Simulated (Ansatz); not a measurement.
**triplet SnGeH6 at 6 levels**

Wanted: a comparison of 6 runs (U-wB97M-V/def2-SVP, UBHLYP/def2-SVP, UBLYP/def2-SVP, UPBE0/def2-SVP, RPA@PBE/def2-SVP, UCCSD(T)/def2-SVP) of triplet SnGeH6. 

Program for the calculation: Ansatz 0.2.0.

41 further runs of the same task are left out: 41 set aside as unsound or not needed.

### 1 The structure to begin with

SnGeH6: 8 atoms, total charge 0, spin state triplet. SMILES of the parent species: `[GeH3][SnH3]`. Geometry: relaxed at PBE0-D4/def2-TZVP. That shape belongs to the parent species and isn't relaxed for this state.

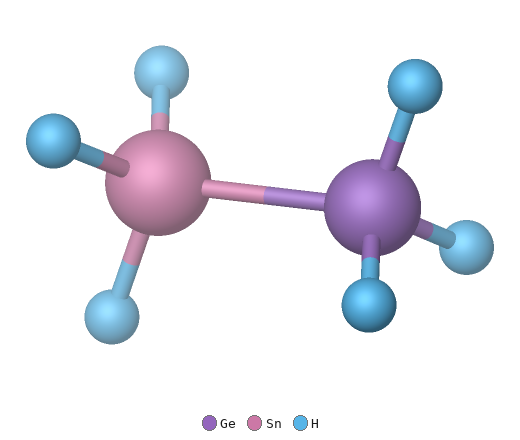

Viewed from a chosen angle; germanium purple, tin pink, hydrogen blue.

### 2 The energy at U-wB97M-V/def2-SVP (core potential) (run 1)

molecule.yaml

```yaml
crystal:
  periodic: [false, false, false]
  atoms:
    - symbol: Ge
      position_ang: [-0.754100, 0.285800, -1.041300]
    - symbol: Sn
      position_ang: [0.751500, -0.290300, 0.992300]
    - symbol: H
      position_ang: [-1.830800, 1.307300, -0.639500]
    - symbol: H
      position_ang: [-1.453400, -0.978600, -1.567000]
    - symbol: H
      position_ang: [0.087500, 0.886500, -2.179300]
    - symbol: H
      position_ang: [-0.187600, -0.932800, 2.265200]
    - symbol: H
      position_ang: [1.931000, -1.444200, 0.553800]
    - symbol: H
      position_ang: [1.547900, 1.109100, 1.560100]
basis:
  gaussian:
    orbitals: def2-SVP
hamiltonian:
  xc: {name: wB97M-V}
output:
  orbitals: {seedname: orbitals}
accuracy: high
magnetization:
  spin_polarized: true
  initial_magnetization: 2
```

The run is started by

```bash
$ ansatz run molecule.yaml --threads 1 --pin off --max-ram 3480MiB --events-out events.jsonl --progress --plain --runs-dir runs
```

Standard output:

```text
Warning: RAYON_NUM_THREADS=1 ignored (pool sized by the plan → 1); use --threads N
Functional definition: wB97M-V
  name "wB97M-V"
  parameter omega = 0.3/bohr
  parameter cx = 0.15
  parameter cx01 = 1.007
  parameter cx10 = 0.259
  parameter css00 = 0.443
  parameter css04 = -1.437
  parameter css10 = -4.535
  parameter css20 = -3.390
  parameter css43 = 4.278
  parameter cos00 = 1.000
  parameter cos10 = 1.358
  parameter cos20 = 2.924
  parameter cos21 = -8.812
  parameter cos60 = -1.390
  parameter cos61 = 9.142
  parameter b = 6.0
  parameter c = 0.01
  gx(w, u) = 1 - cx + cx01*u + cx10*w
  gss(w, u) = css00 + css04*u^4 + css10*w + css20*w^2 + css43*w^4*u^3
  gos(w, u) = cos00 + cos10*w + (cos20 + cos21*u)*w^2 + (cos60 + cos61*u)*w^6
  exchange = spin_sum(e_x_unif_sr(omega)*gx(b97_w, b97_u_x)) + cx*exact_x_sr(omega) + exact_x_lr(omega)
  correlation = spin_sum(e_c_pw_mod_same_spin*gss(b97_w, b97_u_same))
      + integral(e_c_pw_mod_opposite_spin*gos(b97_w_opposite, b97_u_opposite)) + vv10(b, c)
2024 factors; integrals over basis functions are off by at most 1.1e-8 eV
394 factors; integrals over basis functions are off by at most 1.7e-9 eV
mean field evaluation 1: about -62427.5523 eV, gradient 1.0e1 eV
mean field evaluation 2: about -62428.0078 eV, gradient 7.9e0 eV
mean field evaluation 4: about -62428.2303 eV, gradient 6.9e-1 eV
mean field evaluation 8: about -62428.3017 eV, gradient 1.6e-1 eV
mean field evaluation 16: about -62428.3042 eV, gradient 1.0e-3 eV
mean field evaluation 32: about -62428.3042 eV, gradient 1.3e-6 eV
mean field -62428.30415148 eV, -2294.1978621424 hartree, gradient 3.1e-8 eV, S^2 2.002228; 4 other end points of the search recorded, 0 dependent functions left out
reference -62428.30415648 eV, -2294.1978623264 hartree; 31, 29 occupied and 57, 59 virtual orbitals, 2024 factors
Total energy: -62428.30415648 eV, -2294.1978623264 hartree
```

Wall time 3 min (1 thread of Arm Neoverse V2, shared host); peak memory 1.2 GiB.

### 3 A single-point energy at UBHLYP/def2-SVP (core potential) (run 2)

molecule.yaml

```yaml
basis:
  gaussian:
    orbitals: def2-SVP
crystal:
  periodic: [false, false, false]
  atoms:
    - {symbol: Ge, position_ang: [-0.754100, 0.285800, -1.041300]}
    - {symbol: Sn, position_ang: [0.751500, -0.290300, 0.992300]}
    - {symbol: H, position_ang: [-1.830800, 1.307300, -0.639500]}
    - {symbol: H, position_ang: [-1.453400, -0.978600, -1.567000]}
    - {symbol: H, position_ang: [0.087500, 0.886500, -2.179300]}
    - {symbol: H, position_ang: [-0.187600, -0.932800, 2.265200]}
    - {symbol: H, position_ang: [1.931000, -1.444200, 0.553800]}
    - {symbol: H, position_ang: [1.547900, 1.109100, 1.560100]}
magnetization:
  spin_polarized: true
  initial_magnetization: 2
hamiltonian:
  xc: {name: BHLYP}
accuracy: high
output:
  orbitals: {seedname: orbitals}
```

The run is started by

```bash
$ ansatz run molecule.yaml --threads 1 --pin off --max-ram 3480MiB --events-out events.jsonl --progress --plain --runs-dir runs
```

Standard output:

```text
Warning: RAYON_NUM_THREADS=1 ignored (pool sized by the plan → 1); use --threads N
Functional definition: BHLYP
  name "BHLYP"
  parameter a = 0.5
  exchange = (1 - a)*b88_x + a*exact_x
  correlation = lyp_c
2024 factors; integrals over basis functions are off by at most 1.1e-8 eV
mean field evaluation 1: about -62430.2488 eV, gradient 8.2e0 eV
mean field evaluation 2: about -62430.5952 eV, gradient 5.6e0 eV
mean field evaluation 4: about -62430.7400 eV, gradient 4.3e-1 eV
mean field evaluation 8: about -62430.7820 eV, gradient 1.0e-1 eV
mean field evaluation 16: about -62430.7827 eV, gradient 2.8e-4 eV
mean field evaluation 32: about -62430.7827 eV, gradient 1.7e-7 eV
mean field -62430.78274281 eV, -2294.2889486937 hartree, gradient 8.3e-8 eV, S^2 2.003148; 4 other end points of the search recorded, 0 dependent functions left out
reference -62430.78277342 eV, -2294.2889498187 hartree; 31, 29 occupied and 57, 59 virtual orbitals, 2024 factors
Total energy: -62430.78277342 eV, -2294.2889498187 hartree
```

It took 28 s on 1 thread of Arm Neoverse V2, shared host; peak memory 0.48 GiB.

Runs 3 to 5 aren't shown in full; the table further down has their settings and results.

### 4 A single-point energy at UCCSD(T)/def2-SVP (core potential) (run 6)

run.yaml

```yaml
crystal:
  periodic: [false, false, false]
  atoms:
    - {symbol: Ge, position_ang: [-0.754100, 0.285800, -1.041300]}
    - {symbol: Sn, position_ang: [0.751500, -0.290300, 0.992300]}
    - {symbol: H, position_ang: [-1.830800, 1.307300, -0.639500]}
    - {symbol: H, position_ang: [-1.453400, -0.978600, -1.567000]}
    - {symbol: H, position_ang: [0.087500, 0.886500, -2.179300]}
    - {symbol: H, position_ang: [-0.187600, -0.932800, 2.265200]}
    - {symbol: H, position_ang: [1.931000, -1.444200, 0.553800]}
    - {symbol: H, position_ang: [1.547900, 1.109100, 1.560100]}
basis:
  gaussian:
    orbitals: def2-SVP
magnetization:
  spin_polarized: true
  initial_magnetization: 2
correlation:
  method: ccsd_t
  frozen_orbitals: {Ge: 9, H: 0, Sn: 4}
accuracy: high
scf:
  omitted_lower_state_checks: [cluster_reference, increment]
```

The run is started by

```bash
$ ansatz run run.yaml --threads 1 --pin off --max-ram 3480MiB --events-out events.jsonl --progress --plain --runs-dir runs
```

Standard output:

```text
Warning: RAYON_NUM_THREADS=1 ignored (pool sized by the plan → 1); use --threads N
[... 16 lines left out ...]
13 core orbitals not correlated: weight in the atoms' cores, before any rotation towards them, 1.000 or more for the frozen orbitals, at most 0.000 for the correlated occupied ones
[... 50 lines left out ...]
Total energy: -62370.91287862 eV, -2292.0887717660 hartree
Checks for a lower state left out: cluster_reference, increment
```

Run time: 2.4 min. Hardware: 1 thread of Arm Neoverse V2, shared host; peak memory 0.99 GiB.

### 5 Overview of the runs

```tsv
run	level	frozen core orbitals	energy (Eh)	HOMO energy (eV)	⟨S²⟩	wall time
1	U-wB97M-V/def2-SVP (core potential)	–	-2294.197862	-3.90	2.002	3 min
2	UBHLYP/def2-SVP (core potential)	–	-2294.288950	-2.69	2.003	28 s
3	UBLYP/def2-SVP (core potential)	–	-2294.379392	-1.38	2.001	17 s
4	UPBE0/def2-SVP (core potential)	–	-2294.132124	-2.18	2.003	23 s
5	RPA@PBE/def2-SVP (core potential)	13	-2292.275188	–	2.002	27 s
6	UCCSD(T)/def2-SVP (core potential)	13	-2292.088772	–	2.009	2.4 min
```

### 6 Summary of results

| quantity | value |
| --- | --- |
| run 6: total energy | -2292.08877 Eh |
| run 6: correlation energy (13 core orbitals frozen) | -408.4 mEh |
| run 6: (T) correction | -11.51 mEh |
| run 6: ⟨S²⟩ of the reference determinant | 2.009 |
| run 6: T1 diagnostic | 0.016 |

**Reading.** Totals of different functionals can't be ranked against each other. All runs together took 7 min, the longest 3 min.
